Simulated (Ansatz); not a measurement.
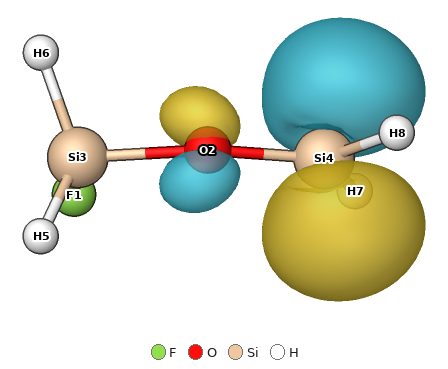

Figure. FH$_{4}$OSi$_{2}$ (charge +1). The LUMO at ±0.15 Å⁻³ᐟ² (yellow and cyan are the two phases), seen from one side.

Geometry: B3LYP-D3(BJ)/def2-SVP.

These are results of Ansatz 0.2.0, isolated molecule in a Gaussian basis; Kohn-Sham density functional theory, functional PBE0, not measurements.

Input

```
crystal:
  periodic: [false, false, false]
  atoms:
    - {symbol: F, position_ang: [0.982149, -0.763961, -1.875593]}
    - {symbol: O, position_ang: [-0.043329, -1.222789, 0.486427]}
    - {symbol: Si, position_ang: [-0.318955, -1.440485, -1.219665]}
    - {symbol: Si, position_ang: [0.748844, -0.739263, 1.760162]}
    - {symbol: H, position_ang: [-0.331608, -2.897283, -1.411840]}
    - {symbol: H, position_ang: [-1.536292, -0.667136, -1.501536]}
    - {symbol: H, position_ang: [2.038888, -0.045997, 1.595592]}
    - {symbol: H, position_ang: [0.136691, -1.016667, 3.068934]}
basis:
  gaussian:
    orbitals: def2-TZVPD
total_charge: 1
hamiltonian:
  xc: {name: PBE0}
output:
  forces: true
  orbitals: {seedname: orbitals}
```

Command:

```sh
ansatz run input.yaml --threads 2 --pin off --max-ram 4350MiB --events-out events.jsonl --progress --plain --runs-dir runs
```

Describe this orbital and give its energy.

Answer. Its weight (Hirshfeld) is mainly on Si4 (about 75 %) and O2 (about 10 %). Its energy is −8.49 eV.
